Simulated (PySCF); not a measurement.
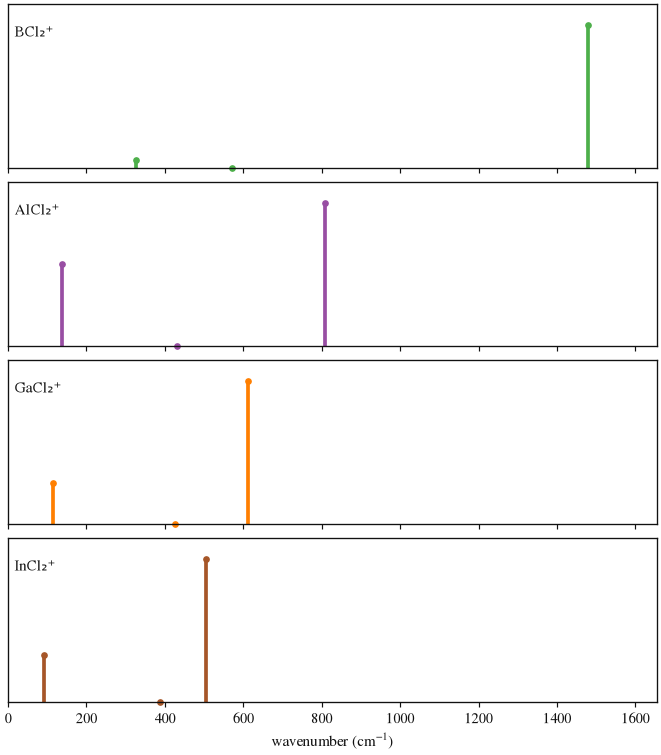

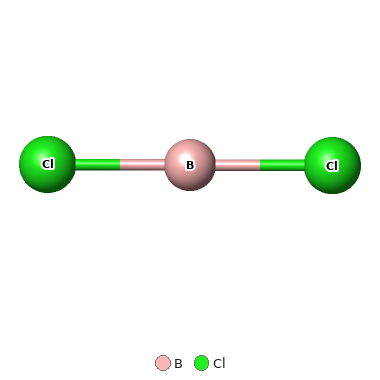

Harmonic infrared lines of BCl₂⁺, AlCl₂⁺, GaCl₂⁺ and InCl₂⁺, all D∞h singlets, each the lowest point that its search found (BCl₂⁺ is drawn); the central atom changes down one group of the periodic table. PBE0/def2-TZVP (core potentials past Kr), PySCF, unscaled, no spin-orbit coupling; each panel is scaled to its strongest line, degenerate modes are one line with their intensities summed, and dots on the axis are modes too weak to show or inactive.

Q: How do the bond length and the stretches change along the series?

A: Mean bond length: BCl₂⁺ 1.610, AlCl₂⁺ 1.997, GaCl₂⁺ 2.024, InCl₂⁺ 2.203 Å, rising down the group. Highest σu+ mode: BCl₂⁺ 1478, AlCl₂⁺ 809, GaCl₂⁺ 612, InCl₂⁺ 505 cm⁻¹, falling down the group.

Q: Give the modes by symmetry (cm⁻¹).

A:
```csv
symmetry,BCl₂⁺,AlCl₂⁺,GaCl₂⁺,InCl₂⁺
πu,326.7,137.3,113.7,91.4
σg+,570.5,431.7,425.9,388.4
σu+,1478.0,809.4,612.5,504.8
```

Limits of at least one run: no scalar relativity.
